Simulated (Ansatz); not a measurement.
```cif
data_structure
_symmetry_space_group_name_H-M 'P 1'
_symmetry_Int_Tables_number 1
_cell_length_a 6.6200
_cell_length_b 9.9300
_cell_length_c 5.2761
_cell_angle_alpha 90.000
_cell_angle_beta 90.000
_cell_angle_gamma 120.000
_cell_volume 300.37
loop_
_atom_site_label
_atom_site_type_symbol
_atom_site_fract_x
_atom_site_fract_y
_atom_site_fract_z
_atom_site_occupancy
Sc1 Sc 0.99417 0.98725 0.97121 1
Sc2 Sc 0.15599 0.21668 0.47911 1
Sc3 Sc 0.01254 0.34530 0.98046 1
Sc4 Sc 0.16897 0.55508 0.48598 1
Sc5 Sc 0.93946 0.63508 0.00053 1
Sc6 Sc 0.16905 0.89184 0.47146 1
Sc7 Sc 0.55046 0.05281 0.98861 1
Sc8 Sc 0.67698 0.23392 0.48581 1
Sc9 Sc 0.48675 0.32732 0.98822 1
Sc10 Sc 0.65823 0.54996 0.49914 1
Sc11 Sc 0.51378 0.63980 0.00059 1
Sc12 Sc 0.67031 0.88834 0.47433 1
Li1 Li 0.33654 0.78795 0.92528 1
```

Computed without spin polarisation.

Level of theory: DFT PBE, scalar-relativistic, plane waves, PAW (Ansatz 0.2.0).

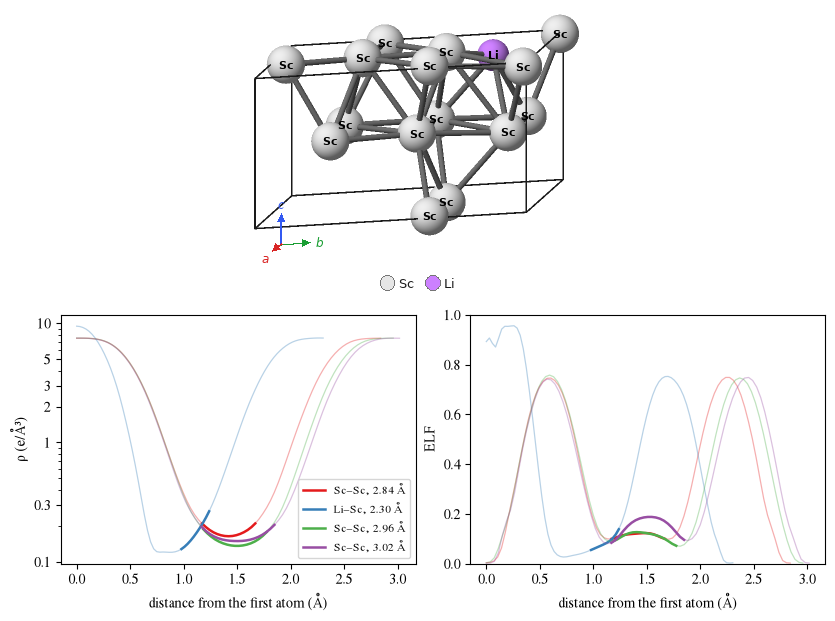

LiSc$_{12}$ (cell with a defect). Valence charge density (pseudo) and ELF along straight lines between neighbouring atoms. Thin, pale parts lie inside the atomic spheres. The structure is drawn too.

The density is the valence pseudo-density of a PAW calculation; it isn't the true density close to the nuclei.

Q: Compare the contacts.

A: Sc–Sc (2.84 Å): the density is about 0.16 e/Å³ at the midpoint; the ELF is about 0.10 at the midpoint; no shared electron pair shows on this line.
Li–Sc (2.30 Å): the density is about 0.19 e/Å³ at the midpoint; the ELF is about 0.10 at the midpoint; no localised pair shows between them.
Sc–Sc (2.96 Å): ρ is about 0.14 e/Å³ halfway; the ELF is about 0.10 at the midpoint (no shared electron pair shows on this line).
Sc–Sc (3.02 Å): ρ is about 0.15 e/Å³ halfway; the ELF is about 0.20 at the midpoint: no shared electron pair shows on this line.
